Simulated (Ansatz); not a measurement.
# Convergence study of the plane-wave cutoff for LaPt (Cm, 4 atoms in the cell)

```yaml
crystal:
  lattice:
    - [2.00247, -5.61083, 0.00000]
    - [2.00247, 5.61083, 0.00000]
    - [0.00000, 0.00000, 4.56904]
  atoms:
    - { symbol: La, position: [0.86438, 0.13562, 0.76094] }
    - { symbol: La, position: [0.13562, 0.86438, 0.25000] }
    - { symbol: Pt, position: [0.59120, 0.40880, 0.75000] }
    - { symbol: Pt, position: [0.40880, 0.59120, 0.25000] }
```

Method of the run: LDA (PW92), default PAW files made with PBE (plane waves; Ansatz, a quantum-chemistry and plane-wave program).

Base settings: basis.ecutwfc = 30.9 Ry; kpoints.mp_grid.grid = 5 5 3; hamiltonian.xc = lda; hamiltonian.pseudopotentials = {kind: paw} (the program's default PAW files); scf.occupations.method = gaussian; scf.occupations.width = 0.0073 Ry.

The second cell is the first with its lattice scaled by 0.98.

The mesh stays at the base's, so the ladder's end is converged at best in this setting alone.

The first pressure column holds Ansatz's estimate of the finite-basis (Pulay) stress, which hides part of the cutoff error; the other is without it.

Only quantities that move along the ladder and can be compared are tabulated.

The count of work is k-points × plane waves × bands × iterations; it is no time. 

The starting cell comes from a database of computed structures (which also holds hypothetical and non-ambient phases and stackings), without a prior relaxation at this level. Its lattice was rescaled by up to half a per cent. One atom was moved a little off its site on purpose. Spin polarisation is off. In the base run, with a pressure of about -7 GPa the cell is away from its equilibrium volume at this level. Without a gap this mesh is coarse (it stands for a supercell whose shortest vector is 14 Å).

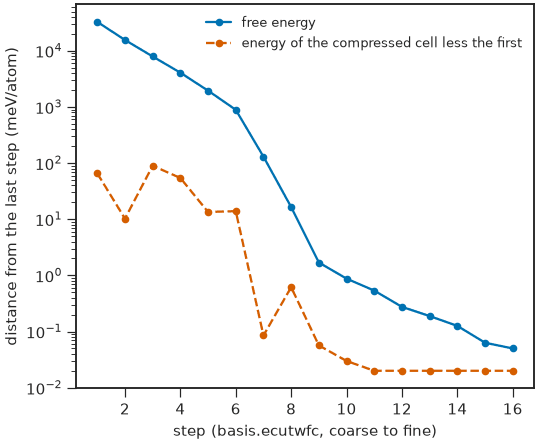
Distance from the last step along the ladder; very small values are drawn at a floor.

| basis.ecutwfc | free energy less the last step's (meV/atom) | energy of the compressed cell less the first (meV/atom) | pressure (GPa) | pressure without the Pulay estimate (GPa) | largest difference of a force vector from the last step's (eV/Å) | count of work / last |
|---|---|---|---|---|---|---|
| 10.7 Ry | 32726.22 | 26.01 | -3.98 | -589.19 | 1.778 | 0.062 |
| 12.5 Ry | 15585.41 | -29.46 | -1.98 | -350.33 | 0.414 | 0.068 |
| 14 Ry | 7920.61 | 49.98 | -0.97 | -215.56 | 0.608 | 0.083 |
| 15.4 Ry | 4074.38 | 14.64 | -3.98 | -131.95 | 0.227 | 0.081 |
| 16.9 Ry | 1948.24 | -53.17 | -6.88 | -76.56 | 0.108 | 0.11 |
| 18.4 Ry | 889.83 | -53.63 | -7.65 | -43.80 | 0.027 | 0.12 |
| 21.7 Ry | 130.21 | -39.62 | -6.58 | -14.17 | 0.009 | 0.16 |
| 24.6 Ry | 16.47 | -39.09 | -6.61 | -7.91 | 0.005 | 0.16 |
| 27.9 Ry | 1.69 | -39.64 | -6.64 | -6.73 | 0.001 | 0.23 |
| 30.9 Ry | 0.88 | -39.67 | -6.64 | -6.66 | 0.000 | 0.24 |
| 33.8 Ry | 0.54 | -39.68 | -6.64 | -6.66 | 0.000 | 0.31 |
| 37.1 Ry | 0.28 | -39.69 | -6.65 | -6.65 | 0.000 | 0.36 |
| 41.5 Ry | 0.19 | -39.70 | -6.65 | -6.65 | 0.000 | 0.42 |
| 46.3 Ry | 0.13 | -39.70 | -6.65 | -6.65 | 0.000 | 0.49 |
| 54 Ry | 0.06 | -39.70 | -6.65 | -6.65 | 0.000 | 0.55 |
| 61.7 Ry | 0.03 | -39.70 | -6.65 | -6.65 | 0.000 | 0.66 |
| 74.2 Ry | 0.00 | -39.70 | -6.65 | -6.65 | 0.000 | 1.0 |

Coarsest basis.ecutwfc that holds the forces within 0.01 eV/Å of the last step, with all finer ones: 21.7 Ry, at 0.16 of the last step's count of work; the step before is off by 0.027 eV/Å.

Coarsest basis.ecutwfc that holds the pressure within 0.1 GPa of the last step, with all finer ones: 21.7 Ry, at 0.16 of the last step's count of work; the step before is off by 1.00 GPa.

Coarsest basis.ecutwfc that holds the energy of the compressed cell less the first within 1 meV/atom of the last step, with all finer ones: 21.7 Ry, at 0.16 of the last step's count of work; the step before is off by 14 meV/atom.

The energy difference between the two cells stays within 1 meV/atom of the last step's from 21.7 Ry on, the total only from 30.9 Ry on: much of the error is common to both cells and cancels.

Two neighbours can agree and both be off: 16.9 Ry and 18.4 Ry differ by 0.45 meV/atom in the energy of the compressed cell less the first, yet lie about 14 meV/atom from the last step.

At the lowest cutoff the pressure without the Pulay estimate lies 583 GPa under the last step's, the usual sign of Pulay stress in an incomplete plane-wave basis.

Keys are those of Ansatz 0.2.
